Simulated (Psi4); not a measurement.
# AlHOF2 (SMILES [OH][Al]([F])[F]), step by step, part 2 of 2

Psi4 1.11. Earlier steps stand in the parts before.

## 3. The harmonic vibrations at B97-3c/def2-mTZVP (density fitting) (run 2)

The input, input.dat:

```
memory 1600 MB

molecule molecule1 {
  O     -0.008038     1.228251    -0.001030
  Al     0.195109    -0.445852     0.088475
  F      1.540029    -1.019621     0.840937
  F     -0.889294    -1.517386    -0.541168
  H     -0.770487     1.622544    -0.427879
  symmetry c1
}

set {
  t 600.0
  rotational_symmetry_number 1
}

freq("b97-3c")
print_variables()
```

Command:

```bash
$ psi4 -i input.dat -o output.dat -n 1
```

output.dat, cut to the lines that bear on the results:

```text
[...]
  Running in c1 symmetry.
[...]
  Nuclear repulsion =  159.346587382243200
[...]
  Multiplicity = 1
[...]
  Nalpha       = 20
  Nbeta        = 20
[...]
    Number of basis functions: 87
[...]
   @DF-RKS iter   1:  -517.56023108935563   -3.56448e-01   1.32447e-02 ADIIS/DIIS
[...]
   @DF-RKS iter  12:  -517.99246994286034   -3.29692e-12   4.08420e-09 DIIS
[...]
  @DF-RKS Final Energy:  -517.99246994286034
   => Energetics <=
    Nuclear Repulsion Energy =            159.3419947265035148
    One-Electron Energy =               -1038.9442608439148898
    Two-Electron Energy =                 410.1164544453920371
    DFT Exchange-Correlation Energy =     -48.4902926710348297
    Empirical Dispersion Energy =          -0.0163655998062537
    VV10 Nonlocal Energy =                  0.0000000000000000
    Total Energy =                       -517.9924699428603390
[...]
  -Total Gradient:
     Atom            X                  Y                   Z
    ------   -----------------  -----------------  -----------------
       1        0.000977294980    -0.000395398619     0.000595258249
       2       -0.000102022014    -0.000040999786    -0.000069992762
       3       -0.000032877347     0.000047298593    -0.000026783371
       4        0.000021811969     0.000116834422     0.000023642979
       5       -0.000981339972     0.000579397191    -0.000583352800
[...]
  ==> Harmonic Vibrational Analysis <==
[...]
  Freq [cm^-1]                 144.4197            242.4482            283.0086
[...]
  IR activ [km/mol]            25.6662             30.2064             105.3339
[...]
  Freq [cm^-1]                 353.0320            656.0715            698.9972
[...]
  IR activ [km/mol]            95.1775             30.2036             119.8963
[...]
  Freq [cm^-1]                 900.4887            929.4983           3855.5751
[...]
  IR activ [km/mol]            194.4165            145.4976            68.6986
[...]
  Total E_0, Enthalpy at 0 [K]                                                         -517.97410147 [Eh]
[...]
  Total H, Enthalpy at  600.00 [K]                                                     -517.95841154 [Eh]
[...]
  Total G, Gibbs energy at  600.00 [K]                                                 -518.04094124 [Eh]
[...]
```

The script printed:

```text
Warning: used thermodynamics relations inappropriate for low-frequency modes: ['144.4197' '242.4482' '283.0086' '353.0320']
```

Run time: 97 s. Hardware: 1 thread of AMD EPYC 9R45 (Zen 5), shared host; peak memory 0.5 GiB.

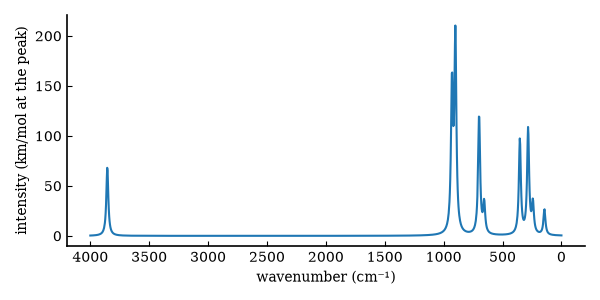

Harmonic infrared spectrum, unscaled, lines broadened by 10 cm⁻¹.

## 4. A single-point energy at CCSD(T)/cc-pVDZ (run 3)

The input, job.dat:

```
memory 1.6 GB

molecule m {
  0 1
  O
  Al 1 1.688757
  F 2 1.644451 1 117.9382
  F 2 1.649414 3 119.05838 1 -179.98597
  H 1 0.958643 2 121.80354 3 179.91918
  units angstrom
}

set basis cc-pVDZ
set scf_type pk
set freeze_core true

energy_value, wavefunction = energy("ccsd(t)", return_wfn=True)
```

Command:

```bash
$ psi4 -i job.dat -o job.out -n 1
```

job.out, cut to the lines that bear on the results:

```text
[...]
  Running in c1 symmetry.
[...]
  Nuclear repulsion =  159.346583162212852
[...]
  Multiplicity = 1
[...]
  Nalpha       = 20
  Nbeta        = 20
[...]
    Number of basis functions: 65
[...]
   @RHF iter   1:  -516.28303317812208   -1.36450e+00   1.02075e-02 ADIIS/DIIS
[...]
   @RHF iter  11:  -516.44819478730176   -1.70530e-12   3.90008e-09 DIIS
[...]
    Orbital Energies [Eh]
    ---------------------
    Doubly Occupied:
       1A    -58.564912     2A    -26.281012     3A    -26.275201
       4A    -20.572676     5A     -4.976236     6A     -3.292739
       7A     -3.292486     8A     -3.291598     9A     -1.566257
      10A     -1.556078    11A     -1.335252    12A     -0.725543
      13A     -0.688620    14A     -0.664689    15A     -0.646187
      16A     -0.644533    17A     -0.630550    18A     -0.623331
      19A     -0.547004    20A     -0.526334
[...]
  @RHF Final Energy:  -516.44819478730176
   => Energetics <=
    Nuclear Repulsion Energy =            159.3465831622128519
    One-Electron Energy =               -1038.1870833234288511
    Two-Electron Energy =                 362.3923053739142688
    Total Energy =                       -516.4481947873017589
[...]
 Multipole Moments:
 ------------------------------------------------------------------------------------
     Multipole            Electronic (a.u.)      Nuclear  (a.u.)        Total (a.u.)
 ------------------------------------------------------------------------------------
 L = 1.  Multiply by 2.5417464519 to convert [e a0] to [Debye]
 Dipole X            :          0.0001250           -0.0012837           -0.0011587
 Dipole Y            :         -0.1874857            0.8179476            0.6304620
 Dipole Z            :          2.9627331           -3.5825336           -0.6198005
 Magnitude           :                                                    0.8841020
[...]
      * MP2 total energy                      = -517.072572116832248
[...]
      * CCSD total energy                     = -517.078983982184923
[...]
      * CCSD(T) total energy                  = -517.089094310464702
[...]
```

It took 12 s on 1 thread of AMD EPYC 9R45 (Zen 5), shared host; peak memory 0.32 GiB.

## 5. Outcome

This closing draws on all 2 parts.

| quantity | value |
| --- | --- |
| run 1, B97-3c/def2-mTZVP: total energy at the end | -517.99247 Eh |
| run 1, B97-3c/def2-mTZVP: dipole moment | 1.99 D |
| run 1, B97-3c/def2-mTZVP: HOMO energy | -8.16 eV |
| run 1, B97-3c/def2-mTZVP: LUMO energy | -1.86 eV |
| run 1, B97-3c/def2-mTZVP: HOMO–LUMO gap | 6.30 eV |
| run 2, B97-3c/def2-mTZVP: lowest harmonic wavenumber | 144 cm⁻¹ |
| run 2, B97-3c/def2-mTZVP: highest harmonic wavenumber | 3856 cm⁻¹ |
| run 2, B97-3c/def2-mTZVP: zero-point energy | 48.2 kJ/mol |
| run 2, B97-3c/def2-mTZVP: ideal-gas entropy at 600 K (symmetry number 1 as used) | 86.3 cal/(mol K) |
| run 3, CCSD(T)/cc-pVDZ: total energy | -517.08909 Eh |
| run 3, CCSD(T)/cc-pVDZ: HOMO energy (Hartree–Fock orbitals) | -14.32 eV |
| run 3, CCSD(T)/cc-pVDZ: LUMO energy (Hartree–Fock orbitals) | 2.04 eV |
| run 3, CCSD(T)/cc-pVDZ: HOMO–LUMO gap (Hartree–Fock orbitals) | 16.36 eV |
| run 3, CCSD(T)/cc-pVDZ: correlation energy (8 core orbitals frozen) | -640.9 mEh |
| run 3, CCSD(T)/cc-pVDZ: (T) correction | -10.11 mEh |
| run 3, CCSD(T)/cc-pVDZ: T1 diagnostic | 0.014 |

What this shows: The optimisation (run 1, B97-3c/def2-mTZVP) took 10 steps and changed the energy by -0.506 eV. All 9 modes (run 2, B97-3c/def2-mTZVP) are real, so the shape is a minimum at this level. The triples (run 3, CCSD(T)/cc-pVDZ) make up 1.6 % of the correlation energy.
